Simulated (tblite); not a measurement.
## Run report: C$_{5}$H$_{8}$F$_{2}$GeS, geometry relaxation (part 2 of 2)

C$_{5}$H$_{8}$F$_{2}$GeS; GFN2-xTB geometry optimisation, gas phase (tblite 0.8.0). It belongs to a series of runs on one base structure; here: H on C replaced by CHF2.

Geometry of the input (Å):
```
F  -3.1830  1.0549  -2.0649
C  -1.9605  0.9227  -1.4678
F  -0.9638  1.0043  -2.4257
C  -1.8738  -0.4271  -0.7579
S  -3.1686  -0.5575  0.5338
C  -0.5635  -0.6019  -0.1194
C  0.5227  -0.7315  0.3977
C  1.8398  -0.8872  1.0338
Ge 2.8068  0.7888  0.9368
H  -1.8222  1.7446  -0.7244
H  -2.0237  -1.2499  -1.4929
H  -2.8925  -1.9133  0.7965
H  2.4022  -1.6766  0.5071
H  1.7069  -1.1848  2.0890
H  4.1886  0.6330  1.6021
H  1.9958  1.8902  1.6921
H  2.9818  1.2034  -0.5457
```

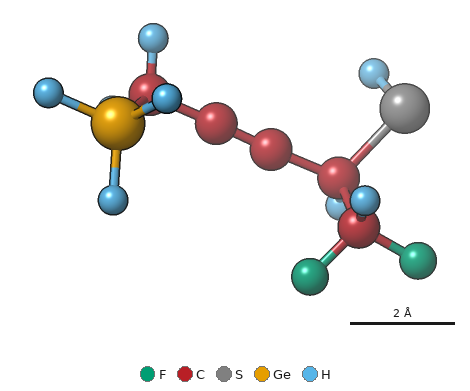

*The geometry at step 45 of the log (ball-and-stick view, seen at a tilt).*

## Trajectory as extended XYZ, continued
```
17
Properties=species:S:1:pos:R:3:forces:R:3 step=27 energy=-798.46181
F    -3.1268    1.0332   -2.0761    0.0240  -0.0030  -0.0140
C    -1.9489    0.8975   -1.4289    0.0090   0.0000   0.0060
F    -0.9846    1.0560   -2.3672    0.0000  -0.0060   0.0050
C    -1.8343   -0.4796   -0.7767   -0.0210   0.0100   0.0140
S    -3.1779   -0.5660    0.5056    0.0260  -0.0070  -0.0140
C    -0.5345   -0.6465   -0.1728   -0.0150  -0.0040   0.0090
C     0.5175   -0.7765    0.3924   -0.0170   0.0140  -0.0150
C     1.8062   -0.8956    1.0195   -0.0050   0.0050  -0.0070
Ge    2.8062    0.8194    0.9304    0.0010   0.0040  -0.0030
H    -1.8546    1.7173   -0.7007   -0.0070  -0.0020   0.0010
H    -2.0391   -1.2514   -1.5261    0.0110   0.0160   0.0110
H    -2.9081   -1.8206    0.8582    0.0140  -0.0110   0.0130
H     2.3848   -1.6775    0.5214   -0.0080  -0.0090   0.0070
H     1.6762   -1.1839    2.0659   -0.0050  -0.0100  -0.0090
H     4.1458    0.6480    1.5767   -0.0090  -0.0010  -0.0050
H     2.0648    1.8945    1.6537    0.0010   0.0010  -0.0010
H     3.0001    1.2438   -0.4852    0.0010   0.0040   0.0000
17
Properties=species:S:1:pos:R:3:forces:R:3 step=29 energy=-798.46210
F    -3.1234    1.0315   -2.0796    0.0230   0.0110  -0.0190
C    -1.9481    0.8975   -1.4277    0.0080  -0.0080   0.0020
F    -0.9794    1.0567   -2.3612   -0.0020   0.0060  -0.0020
C    -1.8353   -0.4802   -0.7779   -0.0170  -0.0060   0.0260
S    -3.1774   -0.5664    0.5039    0.0020  -0.0160   0.0100
C    -0.5363   -0.6480   -0.1738    0.0050  -0.0060   0.0120
C     0.5169   -0.7768    0.3892   -0.0090   0.0210  -0.0100
C     1.8052   -0.8936    1.0176   -0.0050  -0.0080  -0.0030
Ge    2.8062    0.8221    0.9292   -0.0110  -0.0390   0.0010
H    -1.8573    1.7161   -0.6974   -0.0100  -0.0040  -0.0080
H    -2.0399   -1.2518   -1.5270    0.0080   0.0160  -0.0010
H    -2.9043   -1.8187    0.8644    0.0150   0.0020   0.0050
H     2.3837   -1.6772    0.5216   -0.0060   0.0020   0.0060
H     1.6726   -1.1826    2.0638    0.0020  -0.0010  -0.0110
H     4.1442    0.6455    1.5765   -0.0030   0.0040  -0.0040
H     2.0646    1.8941    1.6552   -0.0020   0.0140  -0.0020
H     3.0010    1.2437   -0.4866    0.0020   0.0130  -0.0020
17
Properties=species:S:1:pos:R:3:forces:R:3 step=32 energy=-798.46265
F    -3.1135    1.0301   -2.0896   -0.0060   0.0160  -0.0190
C    -1.9456    0.8963   -1.4251   -0.0090   0.0050  -0.0120
F    -0.9692    1.0595   -2.3494    0.0160   0.0030   0.0040
C    -1.8387   -0.4823   -0.7773    0.0140   0.0000  -0.0130
S    -3.1775   -0.5690    0.5028   -0.0430  -0.0070   0.0380
C    -0.5402   -0.6518   -0.1749   -0.0050  -0.0010   0.0030
C     0.5159   -0.7746    0.3826    0.0180   0.0080   0.0160
C     1.8022   -0.8910    1.0134    0.0010  -0.0180   0.0050
Ge    2.8042    0.8223    0.9268   -0.0090  -0.0060   0.0010
H    -1.8643    1.7130   -0.6919   -0.0050   0.0030  -0.0060
H    -2.0407   -1.2507   -1.5296   -0.0090  -0.0060  -0.0130
H    -2.8943   -1.8146    0.8777    0.0200  -0.0040   0.0010
H     2.3810   -1.6767    0.5223    0.0070  -0.0070  -0.0160
H     1.6658   -1.1801    2.0585    0.0010   0.0040   0.0150
H     4.1405    0.6412    1.5755    0.0050   0.0040  -0.0010
H     2.0645    1.8949    1.6570    0.0080  -0.0030  -0.0190
H     3.0030    1.2458   -0.4889   -0.0050   0.0100   0.0140
17
Properties=species:S:1:pos:R:3:forces:R:3 step=34 energy=-798.46305
F    -3.1061    1.0304   -2.0991   -0.0090   0.0090  -0.0110
C    -1.9444    0.8957   -1.4241   -0.0110   0.0090  -0.0090
F    -0.9603    1.0619   -2.3401    0.0120  -0.0010   0.0140
C    -1.8410   -0.4840   -0.7774   -0.0060   0.0090  -0.0170
S    -3.1808   -0.5720    0.5049   -0.0100  -0.0010  -0.0030
C    -0.5430   -0.6551   -0.1751   -0.0100   0.0040   0.0000
C     0.5158   -0.7718    0.3783   -0.0030  -0.0120   0.0150
C     1.8001   -0.8909    1.0108    0.0120  -0.0080   0.0100
Ge    2.8020    0.8211    0.9252    0.0160   0.0280   0.0030
H    -1.8702    1.7107   -0.6883   -0.0030   0.0070  -0.0080
H    -2.0420   -1.2501   -1.5324   -0.0180  -0.0100   0.0020
H    -2.8848   -1.8118    0.8880    0.0180  -0.0090   0.0040
H     2.3796   -1.6768    0.5217    0.0080  -0.0160  -0.0200
H     1.6609   -1.1779    2.0557    0.0030  -0.0040   0.0260
H     4.1381    0.6385    1.5746    0.0030   0.0040  -0.0020
H     2.0650    1.8956    1.6568    0.0090  -0.0130  -0.0240
H     3.0040    1.2484   -0.4894   -0.0090   0.0030   0.0210
17
Properties=species:S:1:pos:R:3:forces:R:3 step=36 energy=-798.46337
F    -3.1015    1.0317   -2.1068    0.0000   0.0050  -0.0070
C    -1.9442    0.8960   -1.4242   -0.0040   0.0030   0.0000
F    -0.9531    1.0632   -2.3328    0.0010   0.0000   0.0120
C    -1.8431   -0.4843   -0.7781   -0.0180   0.0030   0.0030
S    -3.1839   -0.5749    0.5068    0.0240  -0.0080  -0.0360
C    -0.5454   -0.6567   -0.1746    0.0010   0.0080   0.0010
C     0.5153   -0.7702    0.3764   -0.0220  -0.0220   0.0080
C     1.7994   -0.8916    1.0096    0.0050   0.0030   0.0050
Ge    2.8013    0.8213    0.9244    0.0200   0.0020   0.0050
H    -1.8745    1.7101   -0.6869   -0.0060   0.0090  -0.0090
H    -2.0440   -1.2501   -1.5341   -0.0180  -0.0030   0.0140
H    -2.8765   -1.8108    0.8950    0.0110   0.0010   0.0030
H     2.3789   -1.6779    0.5197   -0.0050  -0.0020  -0.0020
H     1.6578   -1.1767    2.0553    0.0140  -0.0080   0.0050
H     4.1368    0.6370    1.5738    0.0080   0.0060   0.0000
H     2.0656    1.8954    1.6550   -0.0030   0.0000  -0.0100
H     3.0040    1.2506   -0.4885   -0.0070   0.0030   0.0050
17
Properties=species:S:1:pos:R:3:forces:R:3 step=38 energy=-798.46366
F    -3.0977    1.0332   -2.1138    0.0070  -0.0010  -0.0040
C    -1.9446    0.8965   -1.4243    0.0020   0.0000   0.0040
F    -0.9471    1.0641   -2.3258   -0.0040   0.0010   0.0010
C    -1.8458   -0.4844   -0.7785    0.0050  -0.0030   0.0080
S    -3.1850   -0.5779    0.5059    0.0120  -0.0110  -0.0220
C    -0.5476   -0.6571   -0.1742    0.0080   0.0070  -0.0010
C     0.5137   -0.7708    0.3760   -0.0140  -0.0170   0.0090
C     1.7989   -0.8922    1.0091   -0.0150   0.0040  -0.0040
Ge    2.8022    0.8217    0.9240   -0.0020  -0.0310   0.0030
H    -1.8785    1.7104   -0.6867   -0.0110   0.0090  -0.0020
H    -2.0471   -1.2503   -1.5344   -0.0100   0.0020   0.0110
H    -2.8685   -1.8099    0.9010    0.0090   0.0110  -0.0010
H     2.3777   -1.6792    0.5179   -0.0160   0.0140   0.0150
H     1.6564   -1.1764    2.0556    0.0230  -0.0070  -0.0170
H     4.1365    0.6364    1.5732    0.0190   0.0060   0.0060
H     2.0660    1.8952    1.6524   -0.0120   0.0120   0.0050
H     3.0034    1.2528   -0.4873   -0.0010   0.0030  -0.0140
17
Properties=species:S:1:pos:R:3:forces:R:3 step=41 energy=-798.46403
F    -3.0898    1.0346   -2.1255    0.0050  -0.0120   0.0020
C    -1.9444    0.8968   -1.4235    0.0050   0.0030   0.0000
F    -0.9374    1.0671   -2.3138    0.0000   0.0040  -0.0070
C    -1.8488   -0.4855   -0.7794    0.0100   0.0050  -0.0070
S    -3.1868   -0.5829    0.5024   -0.0240   0.0040   0.0140
C    -0.5506   -0.6585   -0.1750   -0.0020   0.0010  -0.0090
C     0.5102   -0.7737    0.3755    0.0000  -0.0010   0.0120
C     1.7961   -0.8920    1.0073   -0.0070  -0.0010   0.0000
Ge    2.8025    0.8198    0.9234   -0.0110   0.0040  -0.0040
H    -1.8871    1.7105   -0.6848   -0.0100   0.0010   0.0050
H    -2.0529   -1.2507   -1.5349    0.0100   0.0020  -0.0050
H    -2.8551   -1.8059    0.9120    0.0100   0.0060  -0.0020
H     2.3746   -1.6791    0.5172   -0.0040   0.0010   0.0010
H     1.6561   -1.1762    2.0536    0.0140  -0.0080   0.0020
H     4.1377    0.6353    1.5729    0.0040   0.0030   0.0010
H     2.0658    1.8960    1.6497   -0.0020  -0.0030   0.0060
H     3.0029    1.2563   -0.4872    0.0020  -0.0080  -0.0080
17
Properties=species:S:1:pos:R:3:forces:R:3 step=43 energy=-798.46413
F    -3.0875    1.0341   -2.1283   -0.0020  -0.0100  -0.0010
C    -1.9440    0.8971   -1.4233    0.0010   0.0010  -0.0020
F    -0.9350    1.0684   -2.3113    0.0010   0.0070  -0.0020
C    -1.8489   -0.4855   -0.7799   -0.0100   0.0040   0.0020
S    -3.1886   -0.5839    0.5021   -0.0030   0.0060  -0.0020
C    -0.5511   -0.6590   -0.1758    0.0000  -0.0010  -0.0010
C     0.5089   -0.7745    0.3761   -0.0070   0.0020   0.0070
C     1.7948   -0.8920    1.0069    0.0080  -0.0020   0.0060
Ge    2.8018    0.8193    0.9229    0.0040   0.0160  -0.0030
H    -1.8901    1.7104   -0.6838   -0.0050  -0.0020   0.0010
H    -2.0537   -1.2507   -1.5354    0.0110   0.0050  -0.0060
H    -2.8511   -1.8042    0.9147    0.0070   0.0040   0.0010
H     2.3736   -1.6788    0.5173    0.0010  -0.0070  -0.0090
H     1.6571   -1.1766    2.0531    0.0060  -0.0070   0.0120
H     4.1383    0.6352    1.5729   -0.0130   0.0030  -0.0070
H     2.0655    1.8961    1.6497    0.0010  -0.0070   0.0030
H     3.0029    1.2566   -0.4878    0.0000  -0.0110   0.0000
17
Properties=species:S:1:pos:R:3:forces:R:3 step=45 energy=-798.46424
F    -3.0859    1.0328   -2.1307   -0.0080  -0.0040  -0.0060
C    -1.9436    0.8976   -1.4234   -0.0070  -0.0020  -0.0020
F    -0.9333    1.0696   -2.3099   -0.0030   0.0090   0.0070
C    -1.8495   -0.4848   -0.7801   -0.0070  -0.0030   0.0080
S    -3.1907   -0.5847    0.5020    0.0200   0.0010  -0.0180
C    -0.5516   -0.6587   -0.1762    0.0050  -0.0020   0.0150
C     0.5072   -0.7752    0.3781   -0.0050   0.0050   0.0050
C     1.7942   -0.8924    1.0072    0.0100  -0.0030   0.0060
Ge    2.8014    0.8197    0.9224    0.0040  -0.0020  -0.0010
H    -1.8930    1.7109   -0.6835    0.0010  -0.0020  -0.0040
H    -2.0533   -1.2500   -1.5359    0.0060   0.0070  -0.0030
H    -2.8467   -1.8027    0.9162    0.0010   0.0070   0.0030
H     2.3724   -1.6791    0.5165    0.0000  -0.0020  -0.0100
H     1.6595   -1.1781    2.0537    0.0000  -0.0020   0.0060
H     4.1383    0.6358    1.5724   -0.0170   0.0020  -0.0090
H     2.0650    1.8956    1.6498   -0.0020  -0.0020   0.0040
H     3.0028    1.2558   -0.4886   -0.0010  -0.0090   0.0000
17
Properties=species:S:1:pos:R:3:forces:R:3 step=47 energy=-798.46438
F    -3.0842    1.0308   -2.1344   -0.0080   0.0000  -0.0060
C    -1.9438    0.8982   -1.4237   -0.0110  -0.0010  -0.0010
F    -0.9311    1.0720   -2.3071   -0.0060   0.0060   0.0110
C    -1.8505   -0.4841   -0.7798    0.0200  -0.0030  -0.0030
S    -3.1921   -0.5857    0.5005    0.0180  -0.0030  -0.0140
C    -0.5524   -0.6585   -0.1757    0.0020   0.0000   0.0230
C     0.5050   -0.7758    0.3814    0.0110   0.0070   0.0070
C     1.7940   -0.8931    1.0080   -0.0010  -0.0050   0.0000
Ge    2.8009    0.8201    0.9216   -0.0140  -0.0220  -0.0010
H    -1.8969    1.7115   -0.6836    0.0010   0.0000  -0.0060
H    -2.0523   -1.2486   -1.5369    0.0020   0.0030  -0.0030
H    -2.8404   -1.8002    0.9187   -0.0030   0.0080   0.0060
H     2.3706   -1.6797    0.5147   -0.0020   0.0070  -0.0060
H     1.6624   -1.1803    2.0549   -0.0010   0.0040  -0.0060
H     4.1369    0.6367    1.5711   -0.0030   0.0000  -0.0020
H     2.0642    1.8947    1.6501   -0.0030   0.0030   0.0010
H     3.0025    1.2540   -0.4897   -0.0040  -0.0040  -0.0030
17
Properties=species:S:1:pos:R:3:forces:R:3 step=50 energy=-798.46465
F    -3.0799    1.0262   -2.1445    0.0040   0.0000   0.0060
C    -1.9449    0.8987   -1.4237    0.0040   0.0030   0.0010
F    -0.9252    1.0795   -2.2974   -0.0010   0.0030  -0.0020
C    -1.8500   -0.4841   -0.7809    0.0180   0.0030  -0.0130
S    -3.1932   -0.5876    0.4950   -0.0080   0.0000   0.0050
C    -0.5539   -0.6597   -0.1726   -0.0050   0.0100   0.0040
C     0.5020   -0.7761    0.3872    0.0130   0.0020  -0.0010
C     1.7930   -0.8948    1.0089   -0.0040  -0.0010  -0.0020
Ge    2.7976    0.8188    0.9196   -0.0100  -0.0050   0.0020
H    -1.9069    1.7110   -0.6824   -0.0110   0.0060  -0.0010
H    -2.0505   -1.2461   -1.5407    0.0110  -0.0110  -0.0010
H    -2.8271   -1.7921    0.9285   -0.0040  -0.0010   0.0100
H     2.3673   -1.6797    0.5103    0.0010   0.0020   0.0000
H     1.6669   -1.1831    2.0559   -0.0030  -0.0010  -0.0030
H     4.1334    0.6374    1.5681    0.0120  -0.0050   0.0060
H     2.0628    1.8933    1.6510   -0.0030  -0.0020  -0.0110
H     3.0016    1.2503   -0.4923   -0.0130  -0.0010   0.0010
17
Properties=species:S:1:pos:R:3:forces:R:3 step=52 energy=-798.46473
F    -3.0784    1.0250   -2.1470    0.0030  -0.0020   0.0050
C    -1.9449    0.8989   -1.4237    0.0070   0.0020   0.0000
F    -0.9235    1.0822   -2.2946    0.0020   0.0060  -0.0070
C    -1.8488   -0.4842   -0.7821   -0.0110   0.0000   0.0040
S    -3.1938   -0.5881    0.4935   -0.0020  -0.0010  -0.0030
C    -0.5543   -0.6599   -0.1714    0.0030   0.0100  -0.0040
C     0.5018   -0.7760    0.3881   -0.0030  -0.0010  -0.0090
C     1.7926   -0.8953    1.0090    0.0050   0.0000   0.0020
Ge    2.7961    0.8179    0.9192    0.0140   0.0060   0.0040
H    -1.9105    1.7109   -0.6817   -0.0090   0.0040   0.0010
H    -2.0495   -1.2462   -1.5420    0.0160  -0.0070   0.0020
H    -2.8239   -1.7895    0.9324   -0.0040  -0.0010   0.0080
H     2.3666   -1.6794    0.5092    0.0030  -0.0040   0.0000
H     1.6676   -1.1837    2.0559   -0.0040  -0.0060   0.0030
H     4.1331    0.6371    1.5676    0.0000  -0.0040   0.0000
H     2.0623    1.8930    1.6506   -0.0050  -0.0020  -0.0110
H     3.0005    1.2493   -0.4929   -0.0140  -0.0020   0.0040
17
Properties=species:S:1:pos:R:3:forces:R:3 step=54 energy=-798.46487
F    -3.0764    1.0230   -2.1499   -0.0060  -0.0010  -0.0060
C    -1.9446    0.8997   -1.4237   -0.0030   0.0000  -0.0030
F    -0.9214    1.0864   -2.2919    0.0010   0.0080  -0.0020
C    -1.8474   -0.4838   -0.7834   -0.0260  -0.0020   0.0220
S    -3.1949   -0.5892    0.4912    0.0050  -0.0050  -0.0120
C    -0.5547   -0.6579   -0.1693    0.0150   0.0050  -0.0090
C     0.5015   -0.7758    0.3897   -0.0110  -0.0020  -0.0090
C     1.7923   -0.8964    1.0096    0.0100   0.0000   0.0040
Ge    2.7950    0.8168    0.9190    0.0260   0.0040   0.0050
H    -1.9166    1.7120   -0.6816    0.0030  -0.0030   0.0010
H    -2.0455   -1.2469   -1.5434    0.0160   0.0060   0.0080
H    -2.8194   -1.7862    0.9381   -0.0030   0.0050   0.0030
H     2.3656   -1.6795    0.5073    0.0030  -0.0060   0.0040
H     1.6690   -1.1859    2.0563   -0.0060  -0.0080   0.0010
H     4.1330    0.6366    1.5670   -0.0090   0.0000  -0.0050
H     2.0605    1.8921    1.6486   -0.0070   0.0030  -0.0040
H     2.9970    1.2470   -0.4936   -0.0100  -0.0020   0.0010
17
Properties=species:S:1:pos:R:3:forces:R:3 step=56 energy=-798.46501
F    -3.0745    1.0201   -2.1541   -0.0080  -0.0010  -0.0140
C    -1.9447    0.9008   -1.4240   -0.0140   0.0000  -0.0040
F    -0.9191    1.0918   -2.2887   -0.0060   0.0020   0.0110
C    -1.8467   -0.4830   -0.7835   -0.0020   0.0050   0.0110
S    -3.1960   -0.5910    0.4877   -0.0050  -0.0070  -0.0050
C    -0.5547   -0.6546   -0.1670    0.0120   0.0010  -0.0090
C     0.5008   -0.7756    0.3923    0.0030  -0.0020  -0.0010
C     1.7926   -0.8978    1.0106    0.0040  -0.0020   0.0000
Ge    2.7948    0.8158    0.9191    0.0040  -0.0030   0.0010
H    -1.9239    1.7136   -0.6820    0.0130  -0.0110   0.0010
H    -2.0392   -1.2468   -1.5444    0.0070   0.0120   0.0100
H    -2.8135   -1.7822    0.9447   -0.0010   0.0090  -0.0020
H     2.3640   -1.6802    0.5050    0.0040  -0.0040   0.0100
H     1.6710   -1.1897    2.0570   -0.0050  -0.0060  -0.0050
H     4.1325    0.6364    1.5658    0.0020   0.0020  -0.0010
H     2.0578    1.8908    1.6460   -0.0040   0.0040   0.0020
H     2.9918    1.2437   -0.4945   -0.0030   0.0000  -0.0040
17
Properties=species:S:1:pos:R:3:forces:R:3 step=59 energy=-798.46515
F    -3.0736    1.0175   -2.1593    0.0010  -0.0010  -0.0010
C    -1.9463    0.9014   -1.4245   -0.0030   0.0010   0.0030
F    -0.9178    1.0968   -2.2845   -0.0040  -0.0050   0.0020
C    -1.8461   -0.4819   -0.7827    0.0150   0.0070  -0.0120
S    -3.1980   -0.5928    0.4840   -0.0120   0.0040   0.0020
C    -0.5535   -0.6521   -0.1667   -0.0050   0.0070   0.0000
C     0.5009   -0.7759    0.3940    0.0120   0.0000   0.0000
C     1.7931   -0.8992    1.0114   -0.0010  -0.0030  -0.0020
Ge    2.7948    0.8148    0.9191   -0.0160   0.0000  -0.0030
H    -1.9288    1.7132   -0.6817   -0.0030   0.0000   0.0030
H    -2.0335   -1.2456   -1.5443   -0.0060  -0.0010   0.0000
H    -2.8089   -1.7775    0.9506    0.0040  -0.0020   0.0000
H     2.3635   -1.6814    0.5044    0.0080  -0.0050   0.0060
H     1.6717   -1.1933    2.0570   -0.0040  -0.0010   0.0000
H     4.1324    0.6364    1.5648    0.0100   0.0040   0.0020
H     2.0555    1.8904    1.6441    0.0030  -0.0030   0.0020
H     2.9874    1.2412   -0.4956    0.0020  -0.0010  -0.0020
17
Properties=species:S:1:pos:R:3:forces:R:3 step=61 energy=-798.46519
F    -3.0726    1.0167   -2.1616    0.0020  -0.0010   0.0030
C    -1.9468    0.9016   -1.4244    0.0030   0.0010   0.0020
F    -0.9167    1.0987   -2.2821    0.0000  -0.0020  -0.0040
C    -1.8454   -0.4817   -0.7834   -0.0040  -0.0010   0.0010
S    -3.1994   -0.5932    0.4827    0.0010   0.0000  -0.0040
C    -0.5533   -0.6518   -0.1668    0.0000   0.0070   0.0040
C     0.5012   -0.7762    0.3936    0.0010  -0.0010  -0.0060
C     1.7931   -0.8997    1.0112    0.0030  -0.0040   0.0010
Ge    2.7941    0.8145    0.9189    0.0010   0.0000  -0.0010
H    -1.9311    1.7125   -0.6807   -0.0070   0.0030   0.0020
H    -2.0327   -1.2456   -1.5448   -0.0050  -0.0010  -0.0020
H    -2.8069   -1.7753    0.9537    0.0020   0.0010  -0.0020
H     2.3640   -1.6819    0.5048    0.0070  -0.0050   0.0050
H     1.6713   -1.1940    2.0568   -0.0030  -0.0010   0.0020
H     4.1328    0.6363    1.5646   -0.0030   0.0060  -0.0040
H     2.0551    1.8903    1.6436    0.0020  -0.0020   0.0030
H     2.9864    1.2408   -0.4961    0.0020  -0.0020   0.0000
```

## Summary

```json
{"quantity": "outcome", "value": "converged"}
{"quantity": "total energy", "value": "−798.4652 eV"}
{"quantity": "hardware", "value": "1 CPU thread, shared host"}
{"quantity": "peak memory", "value": "0.18 GiB"}
```
